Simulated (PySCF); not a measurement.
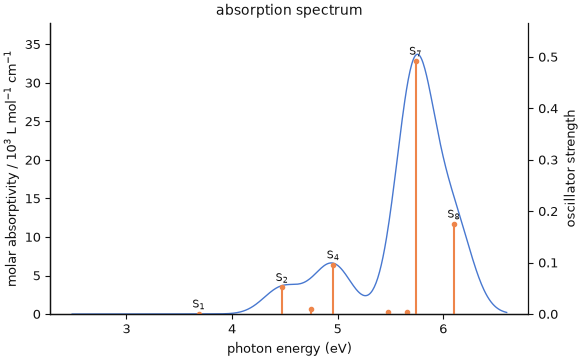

Computed absorption of C₆H₅OP, SMILES O=Cc1ccccp1. Vertical TDDFT excitations, CAM-B3LYP/def2-SVPD, PySCF 2.14.0, at a GFN2-xTB geometry (no frequency check), gas phase. Only the first 8 singlet excitations are included; each is broadened by a Gaussian of 1/e half-width 0.25 eV. Sticks give oscillator strengths (right axis).

Where is the lowest singlet, and is it bright?

Answer. S1 lies at 3.69 eV (336 nm) with f = 0.000, mainly HOMO−1 → LUMO (82 %); it is dark or nearly so.

Does any vertical transition fall in the visible?

Answer. No singlet lies below 3.1 eV (beyond 400 nm), so at this level no vertical transition falls in the visible.

List the transitions behind the spectrum.

Answer.
| state | E (eV) | λ (nm) | f | main character |
| --- | --- | --- | --- | --- |
| S1 | 3.69 | 336 | 0.000 | HOMO−1 → LUMO (82 %) |
| S2 | 4.47 | 277 | 0.052 | HOMO → LUMO (60 %) |
| S3 | 4.75 | 261 | 0.010 | HOMO−3 → LUMO (93 %) |
| S4 | 4.96 | 250 | 0.096 | HOMO−2 → LUMO (46 %) |
| S5 | 5.48 | 226 | 0.003 | HOMO−3 → LUMO+1 (47 %) |
| S6 | 5.66 | 219 | 0.004 | HOMO−3 → LUMO+1 (46 %) |
| S7 | 5.74 | 216 | 0.492 | HOMO → LUMO+1 (57 %) |
| S8 | 6.10 | 203 | 0.175 | HOMO−2 → LUMO+1 (84 %) |

Known limits of this run: the tight-binding geometry is rougher than a DFT one and adds to the error; one conformer of a flexible molecule; core orbitals are frozen in the response.
